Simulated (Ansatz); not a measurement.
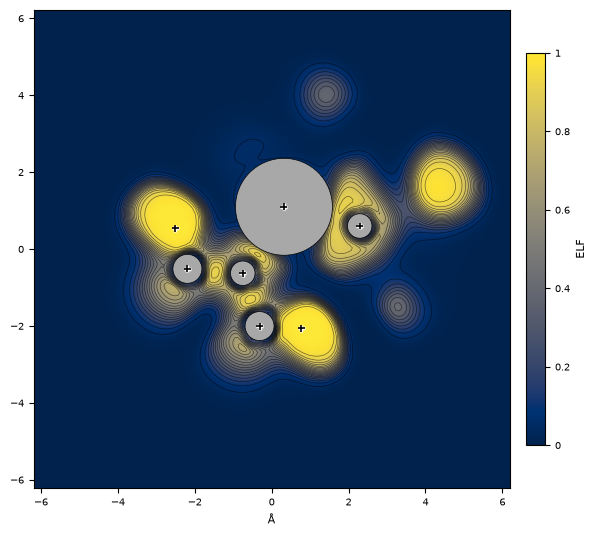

The ELF on a plane through atoms (crosses mark nuclei in the plane; grey discs cover the cores).

Level of theory: Ansatz 0.2.0, RKS PBE0-D4/def2-TZVPP.

Candidates:
A. C6H15FO3Zr (SMILES CC[O][Zr]([F])([O]CC)[O]CC)
B. C6H18N2O2Ti
C. C6H18ClHfN3

Question: Which candidate gave the map?

Answer: Candidate C: C6H18ClHfN3 on the plane of atoms N6, Hf4 and N9, which holds Hf, N, C and H. C–N (1.45 Å): the ELF peaks at about 0.90 between the atoms: localised, covalent bonding. Hf–N (2.03 Å): the ELF peaks at about 0.90 in the valence shell of N, 0.6 Å from its nucleus, and is about 0.30 at the midpoint.
